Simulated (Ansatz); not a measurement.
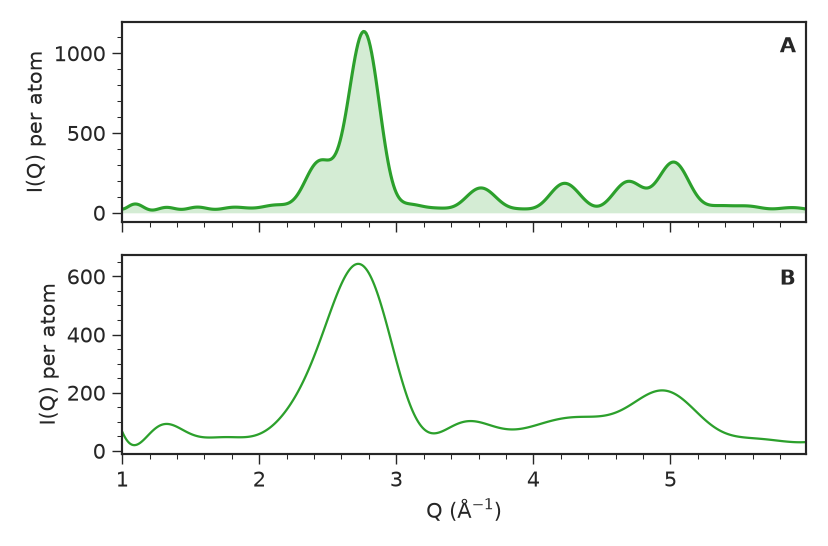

X-ray scattering of spheres cut from the crystal structure of Ti (P6_3/mmc, a = 2.968 Å, b = 2.968 Å, c = 4.695 Å, α = 90.00°, β = 90.00°, γ = 120.00°), calculated atom by atom with the Debye equation (B = 0.5 Å², no relaxation of the surface). It is based on the input geometry of an electronic-structure calculation (not necessarily at equilibrium).

> The spheres are 14 and 28 Å across. Which curve is which?

curve A: 28 Å (653 atoms); curve B: 14 Å (81 atoms). Peak widths go roughly as 2π/D, so the largest sphere has the sharpest peaks.

> Index the main peaks of the largest sphere.

Q ≈ 2.76 Å⁻¹: 002 + 101; Q ≈ 3.62 Å⁻¹: 102; Q ≈ 4.23 Å⁻¹: 110; Q ≈ 5.02 Å⁻¹: 112 + 201.
